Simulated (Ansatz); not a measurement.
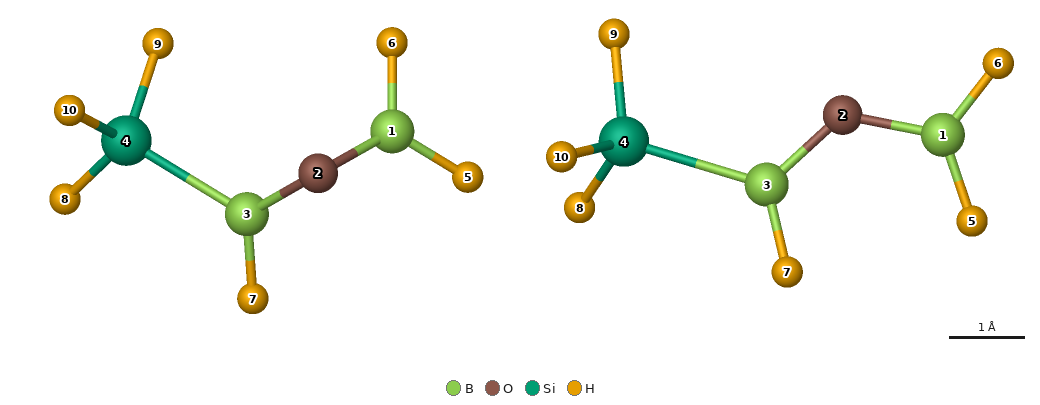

Two geometries of B2SiH6O (coarse preliminary run), drawn at one scale. One is the start of a relaxation, the other its converged end. Style: ball-and-stick. Shown face on.

Level of theory: RKS PBE-D4/def2-SVP in Ansatz. Set-up: force threshold 0.03 eV/Å; at most 200 steps.

> Which geometry has the lower energy?

The right one is the relaxed one. The start comes from a force field. O2 moves most after the best rigid fit: 1.28 Å. By element the largest moves are O 1.28 Å, H 1.25 Å, B 0.41 Å, Si 0.31 Å. Near-neighbour distances that change, for instance: B3–Si4 1.936 → 2.036 Å, O2–B3 1.459 → 1.379 Å, Si4–H10 1.435 → 1.511 Å, Si4–H8 1.463 → 1.509 Å. Bond angles that change, for instance: B1–O2–B3 103.4° → 126.2°, H5–B1–H6 114.8° → 123.2°, B3–Si4–H9 107.5° → 114.1°. Groups turn about B1–O2 by about 95°, O2–B3 by about 80°, B3–Si4 by about 50°. Over 20 geometry steps the energy falls by 1.215 eV. Largest force component: 2.5 eV/Å at the start, 0.013 eV/Å at the end. The forces were under the threshold at step 12, but the run went on from there. The run took 30 s on 2 threads of Arm Neoverse V1, on a shared host.
